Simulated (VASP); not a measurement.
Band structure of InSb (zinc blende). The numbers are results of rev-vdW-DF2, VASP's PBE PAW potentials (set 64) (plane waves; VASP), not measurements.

Unless said otherwise, spin-orbit coupling is left out, though it shifts the bands of the heavy elements here.

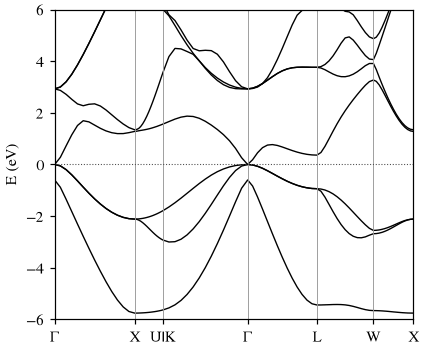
Figure. Bands along high-symmetry lines, zero at the valence-band maximum or, without a gap, the Fermi level

Q: Read the plot: is there a gap, and where are the band edges?

A: It has no gap at this level: it comes out as a metal or semimetal. (Edges off the drawn lines would not show.)

The compound is InSb in the zinc blende structure. It was relaxed first.
